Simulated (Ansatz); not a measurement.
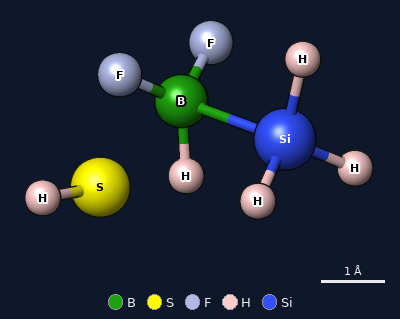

BSiH5SF2, before the constrained relaxation. A ball-and-stick model, seen at a tilt.

The reaction that was planned forms B1–Si6, S2–H5 and breaks B1–S2, H5–Si6 (atoms numbered from 1 in input order).

All numbers below come from RKS PBE0-D4/def2-SVP (Ansatz).

Input file:
```yaml
crystal:
  periodic: [false, false, false]
  atoms:
    - {symbol: B, position_ang: [0.127800, -0.713800, -0.118200]}
    - {symbol: S, position_ang: [1.253000, -0.518400, -2.281300]}
    - {symbol: F, position_ang: [-0.755300, -1.686200, -0.379600]}
    - {symbol: F, position_ang: [1.166000, -1.094300, 0.648000]}
    - {symbol: H, position_ang: [0.262900, 0.248700, -0.872200]}
    - {symbol: Si, position_ang: [-0.948700, 0.826500, 0.966100]}
    - {symbol: H, position_ang: [2.403700, -0.312700, -1.650500]}
    - {symbol: H, position_ang: [-0.054100, 1.917400, 1.346500]}
    - {symbol: H, position_ang: [-2.106500, 1.287500, 0.206800]}
    - {symbol: H, position_ang: [-1.348800, 0.045300, 2.134500]}
basis:
  gaussian: {orbitals: def2-SVP}
hamiltonian: {xc: pbe0, dispersion: d4}
relax: {f_tol: 0.04, max_steps: 150, escape_saddle: false, constraints: [{distance: [0, 5]}, {distance: [1, 4]}, {distance: [0, 1]}, {distance: [4, 5]}]}
```

Run as
```bash
ansatz run in.yaml --threads 4 --pin off --events-out ev --progress --plain --max-ram 9574MiB
```

> Predict the outcome.

H7 moves most after the best rigid fit: 0.13 Å. Largest moves by element: H 0.13 Å, S 0.10 Å, F 0.09 Å, B 0.07 Å, Si 0.05 Å. Near-neighbour distances that change, for instance: B1–H5 1.230 → 1.391 Å, Si6–H10 1.461 → 1.492 Å, S2–H7 1.328 → 1.354 Å. Bond angles that change, for instance: B1–Si6–H10 99.0° → 93.2°, F3–B1–F4 114.5° → 118.9°, B1–Si6–H8 110.9° → 114.3°. After 4 accepted moves (5 points after the start) the energy has fallen by 5.20 kcal/mol. The largest force component goes from 2.1 to 0.039 eV/Å. The line search rejected the trial step at point 3 of the run. Cost: 11 s on 4 threads of Arm Neoverse V2 (shared host).

The structure at the end:

```xyz
10

B     0.1142   -0.7786   -0.0917
S     1.2656   -0.6141   -2.2435
F    -0.8242   -1.6881   -0.3902
F     1.1269   -1.1334    0.7139
H     0.2752    0.3155   -0.9361
Si   -0.9187    0.8315    0.9319
H     2.4005   -0.1848   -1.6433
H    -0.0398    1.9639    1.3374
H    -2.1333    1.3121    0.2177
H    -1.2663   -0.0243    2.1040
```

After the run, drawn alike:

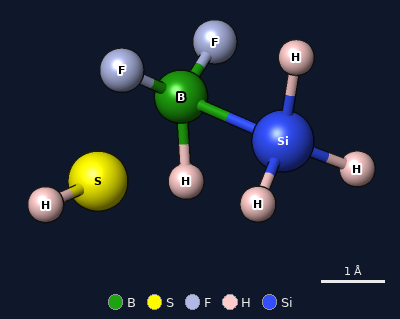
